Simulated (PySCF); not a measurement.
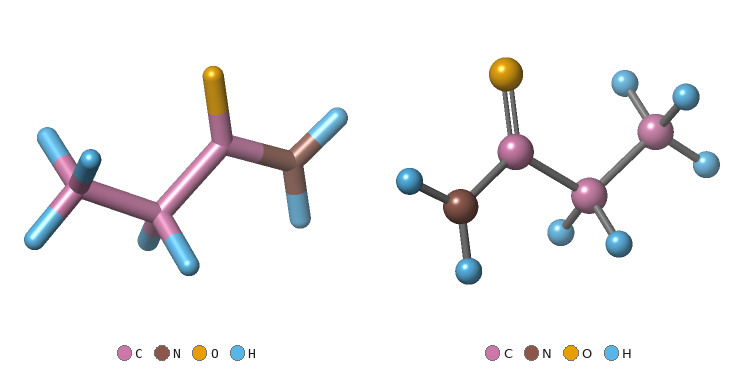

The same structure drawn twice, from different directions.

Identify the structure.

Formula C₃H₇NO. SMILES: `CCC(N)=O`. It has no ring. Among its groups: amide. Coordination: 2 C tetrahedral; 1 C trigonal planar; 1 N trigonal planar.

More results for the same structure follow; atom numbers are the same in all pictures, views and colours differ. Computed geometry: PBE0-D3(BJ)/def2-SVP optimisation. No frequency run is at hand to confirm it as a minimum.

### Bond orders

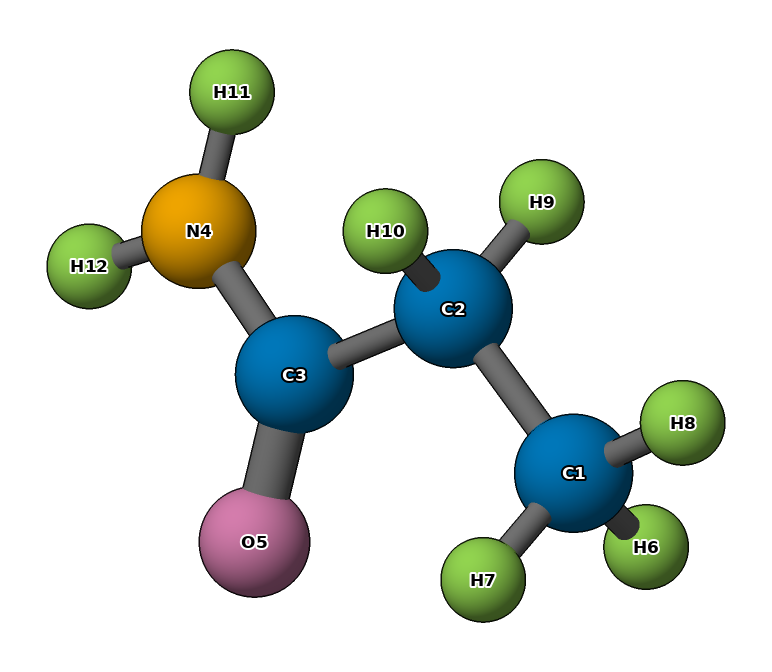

The thickness of each stick grows with its Mayer bond order. No frequency run is at hand to confirm it as a minimum. Computed with PBE0/pcSseg-1 (PySCF 2.14.0).

**Which bond has the highest Mayer bond order?**

C3–O5, 1.95, at a length of 1.213 Å.

List the Mayer bond orders of C1–C2, C1–H6, C1–H7, C1–H8, C2–C3, C2–H9, C2–H10, C3–N4, C3–O5, N4–H11, N4–H12.

```
  bond  Mayer order  length (Å)
 C1–C2         1.07       1.515
 C1–H6         0.97       1.100
 C1–H7         0.96       1.099
 C1–H8         0.96       1.100
 C2–C3         0.94       1.521
 C2–H9         0.94       1.104
C2–H10         0.93       1.105
 C3–N4         1.20       1.361
 C3–O5         1.95       1.213
N4–H11         0.94       1.009
N4–H12         0.93       1.011
```

### Charges

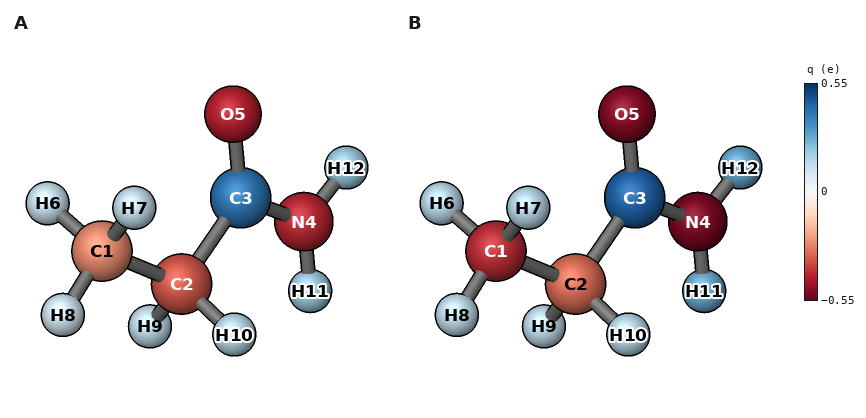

Atomic charges of one calculation by 2 schemes, on one colour scale. No frequency run is at hand to confirm it as a minimum. Level of theory: PBE0/pcSseg-1 (PySCF 2.14.0).

**The schemes are IAO, Mulliken. Which panel shows which?**

A Mulliken, B IAO.

List the charges (e), one line for each set of equivalent atoms.

| atom | Mulliken | IAO |
| --- | --- | --- |
| C1 | −0.26 | −0.41 |
| C2 | −0.34 | −0.31 |
| C3 | 0.40 | 0.44 |
| N4 | −0.41 | −0.52 |
| O5 | −0.43 | −0.50 |
| H6 | 0.12 | 0.15 |
| H7 | 0.13 | 0.15 |
| H8 | 0.11 | 0.14 |
| H9 | 0.13 | 0.14 |
| H10 | 0.15 | 0.15 |
| H11 | 0.20 | 0.27 |
| H12 | 0.20 | 0.28 |

### NMR shielding

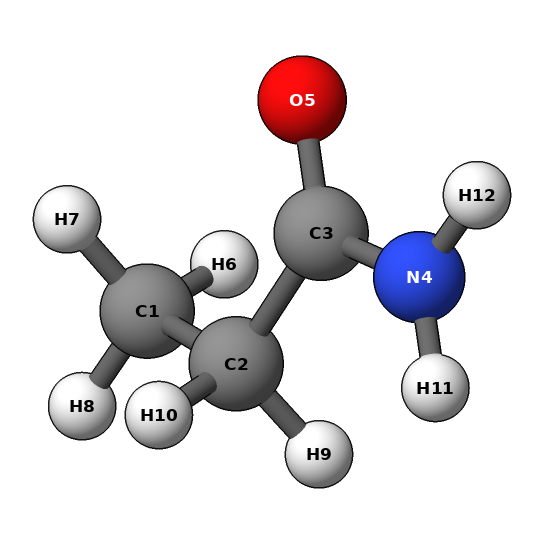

No frequency run is at hand to confirm it as a minimum. Level of theory: GIAO PBE0/pcSseg-1 NMR shielding, non-relativistic, gas phase (PySCF 2.14.0). Principal shieldings σ11 ≤ σ22 ≤ σ33, span Ω = σ33 − σ11, skew κ = 3(σiso − σ22)/Ω.

**Which C atom has the most anisotropic shielding?**

C3, with a span of 176 ppm.

Give the shielding tensors of the C atoms.

```csv
atom,σ11,σ22,σ33,σiso,Ω,κ
C1,168.4,174.0,182.1,174.8,13.7,0.18
C2,138.6,150.3,179.5,156.1,40.9,0.43
C3,−80.4,21.7,95.3,12.2,175.8,−0.16
```

Shieldings and span in ppm.

Mulliken values depend strongly on the basis set and can even reverse the polarity of a bond.
